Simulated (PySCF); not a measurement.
# BP86/6-31G(d) (spherical functions) run of BPH3Br (SMILES PBBr)

Aim: the vertical singlet–triplet gap of BPH3Br at BP86/6-31G* (spherical functions), from 2 runs. The job is set up through a Python script.

The results are computed with PySCF 2.14.0.

## (1) The structure to begin with

BPH3Br: 6 atoms, total charge 0, spin state singlet. As SMILES, `PBBr`. The coordinates come from a GFN2-xTB relaxation. This is one conformer, not always the lowest.

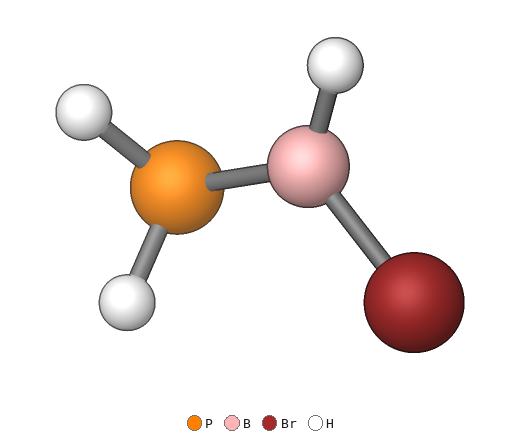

Viewed from a chosen angle; phosphorus orange, boron pink, bromine red, hydrogen white.

## (2) The energy at BP86/6-31G(d) (spherical functions)

input.py

```python
from pyscf import gto, dft

mol = gto.Mole()
mol.atom = [
    ('P', (-1.048140, 0.256160, -0.357290)),
    ('B', (0.444350, -0.389840, 0.561360)),
    ('Br', (1.506080, 0.771510, 1.562750)),
    ('H', (-1.001700, -0.508820, -1.503720)),
    ('H', (-0.543730, 1.412840, -0.914950)),
    ('H', (0.643140, -1.541840, 0.651840)),
]
mol.basis = '6-31g*'
mol.max_memory = 1860
mol.spin = 0
mol.verbose = 4
mol.build()

mf = dft.RKS(mol, xc='bp86')
mf.conv_tol = 1e-10
mf.grids.level = 2
mf.kernel()
if not mf.converged:
    mf = mf.newton().run(mf.mo_coeff, mf.mo_occ)

energy = mf.e_tot
print('Final energy', energy)
```

Command:

```console
$ OMP_NUM_THREADS=1 python input.py
```

What it wrote:

```text
PySCF version 2.14.0

[INPUT] num. atoms = 6
[INPUT] num. electrons = 58
[INPUT] charge = 0
[INPUT] spin (= nelec alpha-beta = 2S) = 0
[INPUT] symmetry False subgroup None
[INPUT] Mole.unit = angstrom
[INPUT] Symbol           X                Y                Z      unit          X                Y                Z       unit  Magmom
[INPUT]  1 P     -1.048140000000   0.256160000000  -0.357290000000 AA   -1.980697540202   0.484072244069  -0.675180247046 Bohr   0.0
[INPUT]  2 B      0.444350000000  -0.389840000000   0.561360000000 AA    0.839699803450  -0.736690832400   1.060816657286 Bohr   0.0
[INPUT]  3 Br     1.506080000000   0.771510000000   1.562750000000 AA    2.846078721685   1.457942602363   2.953169501164 Bohr   0.0
[INPUT]  4 H     -1.001700000000  -0.508820000000  -1.503720000000 AA   -1.892938658977  -0.961530446701  -2.841618968031 Bohr   0.0
[INPUT]  5 H     -0.543730000000   1.412840000000  -0.914950000000 AA   -1.027500785710   2.669880657831  -1.729004917671 Bohr   0.0
[INPUT]  6 H      0.643140000000  -1.541840000000   0.651840000000 AA    1.215358459753  -2.913655327899   1.231799077036 Bohr   0.0

nuclear repulsion = 193.292702429716
number of shells = 32
number of NR pGTOs = 185
number of NR cGTOs = 70
basis = 6-31g*
ecp = {}

******** <class 'pyscf.dft.rks.RKS'> ********
method = RKS
initial guess = minao
damping factor = 0
level_shift factor = 0
DIIS = <class 'pyscf.scf.diis.CDIIS'>
diis_start_cycle = 1
diis_space = 8
diis_damp = 0
SCF conv_tol = 1e-10
SCF conv_tol_grad = None
SCF max_cycles = 50
direct_scf = True
direct_scf_tol = 1e-13
XC library pyscf.dft.libxc version 7.0.0
    S. Lehtola, C. Steigemann, M. J.T. Oliveira, and M. A.L. Marques.,  SoftwareX 7, 1–5 (2018)
XC functionals = bp86
    A. D. Becke.,  Phys. Rev. A 38, 3098 (1988)
    J. P. Perdew.,  Phys. Rev. B 33, 8822 (1986)
radial grids:
    Treutler-Ahlrichs [JCP 102, 346 (1995); DOI:10.1063/1.469408] (M4) radial grids

becke partition: Becke, JCP 88, 2547 (1988); DOI:10.1063/1.454033
pruning grids: <function nwchem_prune>
grids dens level: 2
symmetrized grids: False
atomic radii adjust function: <function treutler_atomic_radii_adjust>
small_rho_cutoff = 0
Set gradient conv threshold to 1e-05
Initial guess from minao.
tot grids = 52328
init E= -2941.26384200078
  HOMO = -0.280603974561501  LUMO = -0.137109380163604  gap/eV = 3.90469
cycle= 1 E= -2942.14139088979  delta_E= -0.878  |g|= 0.207  |ddm|= 2.41
  HOMO = -0.20867052366677  LUMO = -0.0653634301082988  gap/eV = 3.89958
cycle= 2 E= -2942.13840894889  delta_E= 0.00298  |g|= 0.212  |ddm|= 0.572
  HOMO = -0.233524887414118  LUMO = -0.100843040179944  gap/eV = 3.61046
cycle= 3 E= -2942.15045599752  delta_E= -0.012  |g|= 0.0871  |ddm|= 0.38
  HOMO = -0.235962899059567  LUMO = -0.0960990211151005  gap/eV = 3.80589
cycle= 4 E= -2942.15308049228  delta_E= -0.00262  |g|= 0.0154  |ddm|= 0.129
  HOMO = -0.234536778636254  LUMO = -0.0961391048665474  gap/eV = 3.76599
cycle= 5 E= -2942.15315481352  delta_E= -7.43e-05  |g|= 0.00379  |ddm|= 0.026
  HOMO = -0.234948258204243  LUMO = -0.0961933062616023  gap/eV = 3.77571
cycle= 6 E= -2942.15315938198  delta_E= -4.57e-06  |g|= 0.00147  |ddm|= 0.00798
  HOMO = -0.234958707516334  LUMO = -0.0962637213331812  gap/eV = 3.77408
cycle= 7 E= -2942.15316019997  delta_E= -8.18e-07  |g|= 0.000243  |ddm|= 0.00301
  HOMO = -0.234949019195485  LUMO = -0.0962417887527245  gap/eV = 3.77442
cycle= 8 E= -2942.15316021418  delta_E= -1.42e-08  |g|= 4.63e-05  |ddm|= 0.000426
  HOMO = -0.234948653881919  LUMO = -0.0962437566304013  gap/eV = 3.77435
cycle= 9 E= -2942.15316021498  delta_E= -7.98e-10  |g|= 1.16e-05  |ddm|= 9.92e-05
  HOMO = -0.234949093890202  LUMO = -0.096244681738769  gap/eV = 3.77434
cycle= 10 E= -2942.15316021503  delta_E= -4.96e-11  |g|= 1.73e-06  |ddm|= 2.42e-05
  HOMO = -0.234949243853345  LUMO = -0.096244681763638  gap/eV = 3.77434
Extra cycle  E= -2942.15316021502  delta_E= 1.14e-11  |g|= 1.76e-06  |ddm|= 7.01e-06
converged SCF energy = -2942.15316021502
Final energy -2942.1531602150167
```

It took 3.3 s on 1 thread of Intel Xeon Platinum 8488C (Sapphire Rapids), shared host; peak memory 0.28 GiB.

## (3) The triplet, same level

input.py

```python
from pyscf import gto, dft

mol = gto.Mole()
mol.atom = '''
P   -1.048140   0.256160  -0.357290
B    0.444350  -0.389840   0.561360
Br   1.506080   0.771510   1.562750
H   -1.001700  -0.508820  -1.503720
H   -0.543730   1.412840  -0.914950
H    0.643140  -1.541840   0.651840
'''
mol.spin = 2
mol.charge = 0
mol.max_memory = 1860
mol.verbose = 4
mol.basis = '6-31g*'
mol.build()

mf = dft.UKS(mol, xc='bp86')
mf.grids.level = 2
mf.conv_tol = 1e-10
mf.kernel()
if not mf.converged:
    mf = mf.newton().run(mf.mo_coeff, mf.mo_occ)

e_tot = mf.e_tot
print(f'total energy: {e_tot:.8f} hartree')
```

Command:

```console
$ OMP_NUM_THREADS=1 python input.py
```

What it wrote:

```text
PySCF version 2.14.0

[INPUT] num. atoms = 6
[INPUT] num. electrons = 58
[INPUT] charge = 0
[INPUT] spin (= nelec alpha-beta = 2S) = 2
[INPUT] symmetry False subgroup None
[INPUT] Mole.unit = angstrom
[INPUT] Symbol           X                Y                Z      unit          X                Y                Z       unit  Magmom
[INPUT]  1 P     -1.048140000000   0.256160000000  -0.357290000000 AA   -1.980697540202   0.484072244069  -0.675180247046 Bohr   0.0
[INPUT]  2 B      0.444350000000  -0.389840000000   0.561360000000 AA    0.839699803450  -0.736690832400   1.060816657286 Bohr   0.0
[INPUT]  3 Br     1.506080000000   0.771510000000   1.562750000000 AA    2.846078721685   1.457942602363   2.953169501164 Bohr   0.0
[INPUT]  4 H     -1.001700000000  -0.508820000000  -1.503720000000 AA   -1.892938658977  -0.961530446701  -2.841618968031 Bohr   0.0
[INPUT]  5 H     -0.543730000000   1.412840000000  -0.914950000000 AA   -1.027500785710   2.669880657831  -1.729004917671 Bohr   0.0
[INPUT]  6 H      0.643140000000  -1.541840000000   0.651840000000 AA    1.215358459753  -2.913655327899   1.231799077036 Bohr   0.0

nuclear repulsion = 193.292702429716
number of shells = 32
number of NR pGTOs = 185
number of NR cGTOs = 70
basis = 6-31g*
ecp = {}

[... 35 lines left out ...]
[... the frontier-level lines of each cycle are left out ...]
[... 5 lines left out ...]
[... 5 lines left out ...]
[... 5 lines left out ...]
[... 5 lines left out ...]
[... 5 lines left out ...]
[... 5 lines left out ...]
[... 5 lines left out ...]
[... 5 lines left out ...]

cycle= 9 E= -2942.02225306778  delta_E= -4.29e-07  |g|= 0.000388  |ddm|= 0.00211


cycle= 10 E= -2942.02225323384  delta_E= -1.66e-07  |g|= 8.58e-05  |ddm|= 0.00125


cycle= 11 E= -2942.02225324005  delta_E= -6.22e-09  |g|= 2.3e-05  |ddm|= 0.00018


cycle= 12 E= -2942.02225324056  delta_E= -5.04e-10  |g|= 7.09e-06  |ddm|= 6.85e-05


cycle= 13 E= -2942.02225324062  delta_E= -5.82e-11  |g|= 3.55e-06  |ddm|= 2.67e-05


Extra cycle  E= -2942.02225324041  delta_E= 2.1e-10  |g|= 1.35e-05  |ddm|= 4.54e-05
converged SCF energy = -2942.02225324041  <S^2> = 2.0035521  2S+1 = 3.0023671
total energy: -2942.02225324 hartree
```

Wall time 5.4 s (1 thread of Intel Xeon Platinum 8488C (Sapphire Rapids), shared host); peak memory 0.28 GiB.

## (4) Summary of results

At BP86/6-31G* (spherical functions):

| quantity | value |
| --- | --- |
| singlet: total energy | -2942.15316 Eh |
| singlet: dipole moment | 1.12 D |
| singlet: HOMO energy | -6.39 eV |
| singlet: LUMO energy | -2.62 eV |
| singlet: HOMO–LUMO gap | 3.77 eV |
| triplet: total energy | -2942.02225 Eh |
| triplet: dipole moment | 2.08 D |
| triplet: HOMO energy (highest over α and β) | -2.78 eV |
| triplet: ⟨S²⟩ | 2.004 |
| vertical energy of the triplet above the singlet | 3.562 eV |

In words: At this shape the triplet lies 3.56 eV (344 kJ/mol) above the singlet. Mulliken charges (singlet) run from -0.09 on P1 to +0.07 on H5.
